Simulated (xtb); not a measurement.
# C5H15MoO5: single-point calculation

The run: single-point calculation of C5H15MoO5 (Mo(OMe)5), multiplicity 2. Method and program: GFN2-xTB (xtb 6.7.1).

The geometry comes from this level: GFN2-xTB.

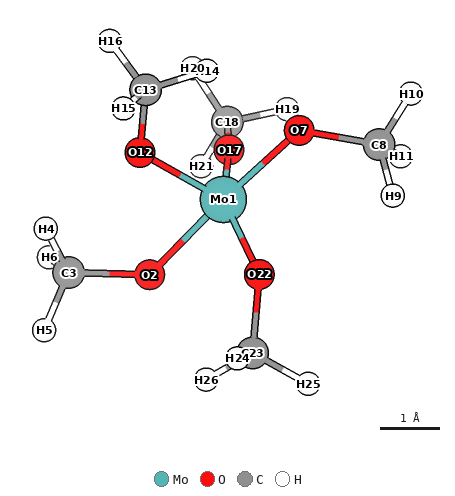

The input geometry (ball-and-stick view, seen at a tilt; atoms are numbered from 1 in the order of the input). Sticks mark near contacts.

Input file (start.xyz):
```
26

Mo    -0.17600000    -0.04535000    -0.01463000
O      0.01864000    -0.39191000     1.87424000
C      0.92198000     0.12106000     2.79152000
H      1.78513000     0.56568000     2.27123000
H      1.27845000    -0.67488000     3.46140000
H      0.44137000     0.89561000     3.40807000
O     -0.33093000     0.15494000    -1.92651000
C     -1.28617000    -0.49573000    -2.68955000
H     -1.08086000    -1.57982000    -2.70903000
H     -1.26652000    -0.12246000    -3.72287000
H     -2.30266000    -0.33540000    -2.28152000
O      1.60804000     0.65553000    -0.04062000
C      2.31690000     1.12254000    -1.15459000
H      1.71773000     1.00557000    -2.06742000
H      3.24980000     0.55188000    -1.25129000
H      2.56217000     2.18283000    -1.00915000
O     -1.25050000     1.30000000     0.27139000
C     -2.12174000     2.27378000     0.71914000
H     -3.04113000     2.27468000     0.11564000
H     -1.64415000     3.25983000     0.63933000
H     -2.38530000     2.08608000     1.77126000
O      0.03297000    -1.78269000    -0.28782000
C      0.20194000    -3.01109000     0.33168000
H      1.14077000    -3.46872000    -0.00848000
H     -0.63098000    -3.68508000     0.08658000
H      0.24103000    -2.85685000     1.42200000
```

File .CHRG:
```
0
```

File .UHF:
```
1
```

File xcontrol:
```
$scc
   broydamp=0.05
$end
```

Command:
```bash
xtb --sp -I xcontrol --gfn2 -- start.xyz | tee xtb.out
```

The program's output:
```
* xtb version 6.7.1
   ID    Z sym.   atoms
    1   42 Mo     1
    2    8 O      2, 7, 12, 17, 22
    3    6 C      3, 8, 13, 18, 23
    4    1 H      4-6, 9-11, 14-16, 19-21, 24-26

           -------------------------------------------------
          |                Calculation Setup                |
           -------------------------------------------------

          program call               : xtb --sp -I xcontrol --gfn2 -- start.xyz
          coordinate file            : start.xyz
          omp threads                :                     1

           -------------------------------------------------
          |                 G F N 2 - x T B                 |
           -------------------------------------------------

      * Hamiltonian:
        H0-scaling (s, p, d)           1.850000    2.230000    2.230000
        zeta-weighting                 0.500000
      * Dispersion:
        s8                             2.700000
        a1                             0.520000
        a2                             5.000000
        s9                             5.000000
      * Repulsion:
        kExp                           1.500000    1.000000
        rExp                           1.000000
      * Coulomb:
        alpha                          2.000000
        third order                    shell-resolved
        anisotropic                    true
        a3                             3.000000
        a5                             4.000000
        cn-shift                       1.200000
        cn-exp                         4.000000
        max-rad                        5.000000

          ...................................................
          :                      SETUP                      :
          :.................................................:
          :  # basis functions                  65          :
          :  # atomic orbitals                  64          :
          :  # shells                           38          :
          :  # electrons                        71          :
          :  max. iterations                   250          :
          :  Hamiltonian                  GFN2-xTB          :
          :  restarted?                      false          :
          :  GBSA solvation                  false          :
          :  PC potential                    false          :
          :  electronic temp.          300.0000000     K    :
          :  accuracy                    1.0000000          :
          :  -> integral cutoff          0.2500000E+02      :
          :  -> integral neglect         0.1000000E-07      :
          :  -> SCF convergence          0.1000000E-05 Eh   :
          :  -> wf. convergence          0.1000000E-03 e    :
          :  Broyden damping             0.0500000          :
          :  net charge                          0          :
          :  unpaired electrons                  1          :
          ...................................................

 iter      E             dE          RMSdq      gap      omega  full diag
   1    -40.7376081 -0.407376E+02  0.584E+00    2.11       0.0  T
   2    -40.9044529 -0.166845E+00  0.509E+00    2.05       1.0  T
   3    -41.1024434 -0.197990E+00  0.368E+00    1.90       1.0  T
   4    -41.0902638  0.121796E-01  0.252E+00    1.80       1.0  T
   5    -41.1161695 -0.259057E-01  0.152E+00    1.87       1.0  T
   6    -41.1211928 -0.502338E-02  0.722E-01    1.88       1.0  T
   7    -41.1210396  0.153283E-03  0.654E-01    1.89       1.0  T
   8    -41.1246136 -0.357401E-02  0.177E-01    1.91       1.0  T
   9    -41.1249544 -0.340833E-03  0.119E-01    1.92       1.0  T
  10    -41.1248779  0.764963E-04  0.135E-01    1.92       1.0  T
  11    -41.1249701 -0.921546E-04  0.555E-02    1.92       1.0  T
  12    -41.1249766 -0.653340E-05  0.487E-02    1.92       1.0  T
  13    -41.1249892 -0.125894E-04  0.289E-02    1.92       1.0  T
  14    -41.1249912 -0.199649E-05  0.187E-02    1.92       1.1  T
  15    -41.1249959 -0.472940E-05  0.472E-03    1.92       4.2  T
  16    -41.1249960 -0.599627E-07  0.326E-03    1.92       6.0  T
  17    -41.1249960  0.315609E-08  0.231E-03    1.92       8.5  T
  18    -41.1249960 -0.168881E-07  0.199E-03    1.92       9.9  T
  19    -41.1249960 -0.184692E-07  0.512E-04    1.92      38.3  T
  20    -41.1249960 -0.564704E-09  0.227E-04    1.92      86.5  T

   *** convergence criteria satisfied after 20 iterations ***

         #    Occupation            Energy/Eh            Energy/eV
      -------------------------------------------------------------
         1        2.0000           -0.7165961             -19.4996
       ...           ...                  ...                  ...
        30        2.0000           -0.4089592             -11.1283
        31        2.0000           -0.4008381             -10.9074
        32        2.0000           -0.3969278             -10.8010
        33        2.0000           -0.3803553             -10.3500
        34        2.0000           -0.3747184             -10.1966
        35        2.0000           -0.3708632             -10.0917
        36        1.0000           -0.2796065              -7.6085 (HOMO)
        37                         -0.2089103              -5.6847 (LUMO)
        38                         -0.2048999              -5.5756
        39                         -0.1953486              -5.3157
        40                          0.0326238               0.8877
        41                          0.0610035               1.6600
       ...                                ...                  ...
        64                          0.9648175              26.2540
      -------------------------------------------------------------
                  HL-Gap            0.0706963 Eh            1.9237 eV
             Fermi-level           -0.2847466 Eh           -7.7484 eV

 SCC (total)                   0 d,  0 h,  0 min,  0.033 sec
 SCC setup                      ...        0 min,  0.000 sec (  0.491%)
 Dispersion                     ...        0 min,  0.000 sec (  0.522%)
 classical contributions        ...        0 min,  0.000 sec (  0.141%)
 integral evaluation            ...        0 min,  0.004 sec ( 10.752%)
 iterations                     ...        0 min,  0.020 sec ( 59.025%)
 molecular gradient             ...        0 min,  0.009 sec ( 27.956%)
 printout                       ...        0 min,  0.000 sec (  1.081%)

         :::::::::::::::::::::::::::::::::::::::::::::::::::::
         ::                     SUMMARY                     ::
         :::::::::::::::::::::::::::::::::::::::::::::::::::::
         :: total energy             -40.820119760152 Eh    ::
         :: gradient norm              0.000365254028 Eh/a0 ::
         :: HOMO-LUMO gap              1.923743132497 eV    ::
         ::.................................................::
         :: SCC energy               -41.124729402898 Eh    ::
         :: -> isotropic ES            0.176876126824 Eh    ::
         :: -> anisotropic ES          0.001326613803 Eh    ::
         :: -> anisotropic XC          0.005819668530 Eh    ::
         :: -> dispersion             -0.021150516541 Eh    ::
         :: repulsion energy           0.304609642746 Eh    ::
         :: add. restraining           0.000000000000 Eh    ::
         :: total charge               0.000000000000 e     ::
         :::::::::::::::::::::::::::::::::::::::::::::::::::::

           -------------------------------------------------
          |                Property Printout                |
           -------------------------------------------------

    * Orbital Energies and Occupations

         #    Occupation            Energy/Eh            Energy/eV
      -------------------------------------------------------------
         1        2.0000           -0.7165961             -19.4996
       ...           ...                  ...                  ...
        24        2.0000           -0.4894398             -13.3183
        25        2.0000           -0.4841649             -13.1748
        26        2.0000           -0.4498025             -12.2397
        27        2.0000           -0.4457338             -12.1290
        28        2.0000           -0.4320980             -11.7580
        29        2.0000           -0.4190956             -11.4042
        30        2.0000           -0.4089592             -11.1283
        31        2.0000           -0.4008381             -10.9074
        32        2.0000           -0.3969278             -10.8010
        33        2.0000           -0.3803553             -10.3500
        34        2.0000           -0.3747184             -10.1966
        35        2.0000           -0.3708632             -10.0917
        36        1.0000           -0.2796065              -7.6085 (HOMO)
        37                         -0.2089103              -5.6847 (LUMO)
        38                         -0.2048999              -5.5756
        39                         -0.1953486              -5.3157
        40                          0.0326238               0.8877
        41                          0.0610035               1.6600
        42                          0.0750517               2.0423
        43                          0.0790668               2.1515
        44                          0.0920267               2.5042
        45                          0.1357327               3.6935
        46                          0.1417594               3.8575
        47                          0.1494105               4.0657
       ...                                ...                  ...
        64                          0.9648175              26.2540
      -------------------------------------------------------------
                  HL-Gap            0.0706963 Eh            1.9237 eV
             Fermi-level           -0.2847466 Eh           -7.7484 eV

     #   Z          covCN         q      C6AA      α(0)
     1  42 Mo       4.382     1.006   334.166    37.598
     2   8 O        1.650    -0.489    22.653     6.425
     3   6 C        3.688     0.065    19.673     6.348
     4   1 H        0.923     0.056     2.248     2.345
     5   1 H        0.923     0.033     2.548     2.496
     6   1 H        0.923     0.033     2.551     2.498
     7   8 O        1.650    -0.500    22.905     6.460
     8   6 C        3.744     0.076    19.388     6.281
     9   1 H        0.923     0.040     2.454     2.450
    10   1 H        0.923     0.038     2.477     2.461
    11   1 H        0.922     0.026     2.651     2.546
    12   8 O        1.649    -0.385    20.571     6.123
    13   6 C        3.710     0.041    20.013     6.393
    14   1 H        0.923     0.089     1.893     2.152
    15   1 H        0.924     0.059     2.210     2.325
    16   1 H        0.923     0.056     2.241     2.341
    17   8 O        1.656    -0.364    20.171     6.063
    18   6 C        3.652     0.063    19.825     6.394
    19   1 H        0.923     0.060     2.200     2.320
    20   1 H        0.923     0.068     2.109     2.271
    21   1 H        0.923     0.064     2.148     2.292
    22   8 O        1.655    -0.384    20.540     6.118
    23   6 C        3.693     0.058    19.775     6.363
    24   1 H        0.923     0.063     2.161     2.299
    25   1 H        0.923     0.054     2.276     2.360
    26   1 H        0.923     0.076     2.019     2.222

 Mol. C6AA /au·bohr⁶  :       7323.995905
 Mol. C8AA /au·bohr⁸  :     243541.912788
 Mol. α(0) /au        :        135.943834

Wiberg/Mayer (AO) data.
largest (>0.10) Wiberg bond orders for each atom

 ---------------------------------------------------------------------------
     #   Z sym  total        # sym  WBO       # sym  WBO       # sym  WBO
 ---------------------------------------------------------------------------
     1  42 Mo   6.007 --    17 O    1.185    22 O    1.153    12 O    1.113
                             2 O    0.916     7 O    0.857
     2   8 O    2.135 --     3 C    1.011     1 Mo   0.916
     3   6 C    3.964 --     2 O    1.011     5 H    0.971     6 H    0.963
                             4 H    0.931
     4   1 H    0.996 --     3 C    0.931
     5   1 H    0.997 --     3 C    0.971
     6   1 H    0.997 --     3 C    0.963
     7   8 O    2.090 --     8 C    1.016     1 Mo   0.857
     8   6 C    3.971 --     7 O    1.016    10 H    0.972     9 H    0.944
                            11 H    0.936
     9   1 H    0.998 --     8 C    0.944
    10   1 H    0.997 --     8 C    0.972
    11   1 H    0.999 --     8 C    0.936
    12   8 O    2.285 --     1 Mo   1.113    13 C    0.983
    13   6 C    3.949 --    12 O    0.983    16 H    0.965    15 H    0.965
                            14 H    0.924
    14   1 H    0.992 --    13 C    0.924
    15   1 H    0.996 --    13 C    0.965
    16   1 H    0.997 --    13 C    0.965
    17   8 O    2.388 --     1 Mo   1.185    18 C    0.994
    18   6 C    3.941 --    17 O    0.994    19 H    0.958    20 H    0.958
                            21 H    0.951
    19   1 H    0.996 --    18 C    0.958
    20   1 H    0.994 --    18 C    0.958
    21   1 H    0.995 --    18 C    0.951
    22   8 O    2.343 --     1 Mo   1.153    23 C    0.990
    23   6 C    3.945 --    22 O    0.990    25 H    0.963    24 H    0.960
                            26 H    0.935
    24   1 H    0.994 --    23 C    0.960
    25   1 H    0.997 --    23 C    0.963
    26   1 H    0.994 --    23 C    0.935
 ---------------------------------------------------------------------------

Topologies differ in total number of bonds
Writing topology from bond orders to xtbtopo.mol

molecular dipole:
                 x           y           z       tot (Debye)
 q only:       -0.296       0.144       0.119
   full:       -0.697       0.052       0.077       1.787
molecular quadrupole (traceless):
                xx          xy          yy          xz          yz          zz
 q only:        1.531      -2.669       5.557      -0.789       1.769      -7.088
  q+dip:        2.110      -3.159       5.632      -0.723       2.412      -7.742
   full:        2.082      -3.054       5.762      -0.459       2.527      -7.843

           -------------------------------------------------
          | TOTAL ENERGY              -40.820119760152 Eh   |
          | GRADIENT NORM               0.000365254028 Eh/α |
          | HOMO-LUMO GAP               1.923743132497 eV   |
           -------------------------------------------------

------------------------------------------------------------------------
------------------------------------------------------------------------
 total:
 *  cpu-time:     0 d,  0 h,  0 min,  0.046 sec
 * ratio c/w:     0.975 speedup
 SCF:
 *  cpu-time:     0 d,  0 h,  0 min,  0.033 sec
 * ratio c/w:     0.984 speedup
```

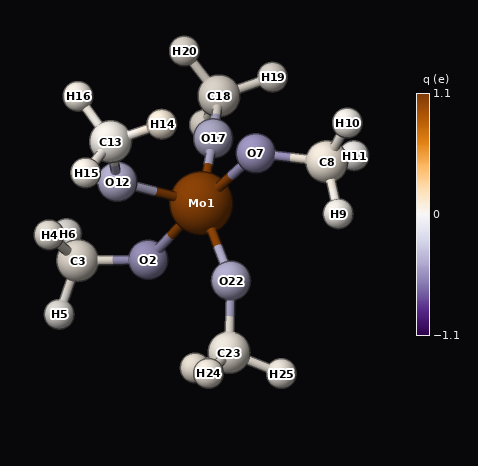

Mulliken charges, as the colour of each atom (ball-and-stick view, seen at a tilt; atoms are numbered from 1 in the order of the input). By element: Mo +1.01, O −0.50 to −0.36, C +0.04 to +0.08 and H +0.03 to +0.09 e.

Summary:

| quantity | value |
| --- | --- |
| outcome | converged |
| electrons treated | 71 |
| total energy | −40.820120 hartree |
| dispersion energy | −0.021151 hartree |
| basis functions | 65 |
| dipole moment | 1.79 D |
| hardware | 1 thread of Intel Xeon @ 2.70GHz, 189 GiB of memory available, shared host |
| peak memory | 0.071 GiB |

Remarks:

Settings chosen away from the usual ones: method = gfn2-xtb; task = energy; x = {"broyden_damping": 0.05}. The record of the run, not the program, notes: no spin polarisation: high-spin states lie too high.
